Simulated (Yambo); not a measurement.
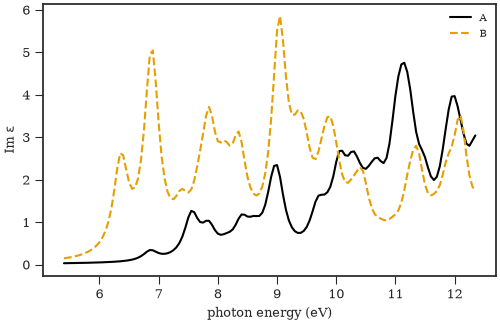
Figure. Two computed absorption spectra of MgO (rock salt, space group Fm-3m, No. 225) under isotropic strain of +1 % on all lattice vectors (Yambo, PBEsol bands with the same scissor, field along x)

### Question
Which curve includes the electron-hole attraction (BSE)?

### Answer
Curve B: the attraction moves weight to lower energy (centre of the plotted range 9.1 eV against 10.4 eV). Settings: 10×10×10 mesh, 3 valence and 1 conduction bands, static screening with 13 bands and a 4 Ry block, scissor 2.48 eV, Tamm-Dancoff. The scissor comes from a G0W0 run whose convergence isn't established. Broadening 0.15 eV. The band window holds all transitions up to 13.1 eV. On this mesh the peak heights and the fine structure are mesh artefacts; only the shift of weight is robust.

Geometry strained from the cell relaxed with PBEsol, atoms relaxed again; primitive cell a = 3.0087 Å, b = 3.0087 Å, c = 3.0087 Å, α = 60.00°, β = 60.00°, γ = 60.00°.
